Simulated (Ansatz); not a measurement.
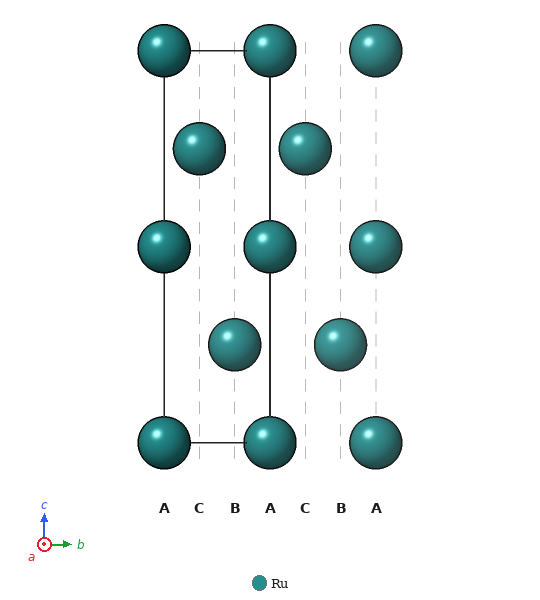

The picture looks along a close-packed row of the hexagonal mesh; c points upwards. The dashed lines mark the three columns A (0, 0), B (1/3, 2/3) and C (2/3, 1/3). The sequence starts with the first layer at or above the cell's origin.

The compound is Ru (space group P6_3/mmc, No. 194), taken as coordinates from a relaxation with DFT, m-r2SCAN, plane waves (500 eV) with PAW, scalar-relativistic (Ansatz); the starting structure was generated, so it need not be a known form of this composition.

> List the layers of one repeat.

Ru(A) – Ru(B) – Ru(A) – Ru(C) (four layers in 8.64 Å).

> Taking all atoms as equal spheres, what packing is it?

As equal spheres, ABAC: a mixed close packing, (ch) in Jagodzinski's notation.

> What short polytype symbol fits?

Polytype symbol 4H, Ramsdell's symbol (number of layers in the repeat and lattice).
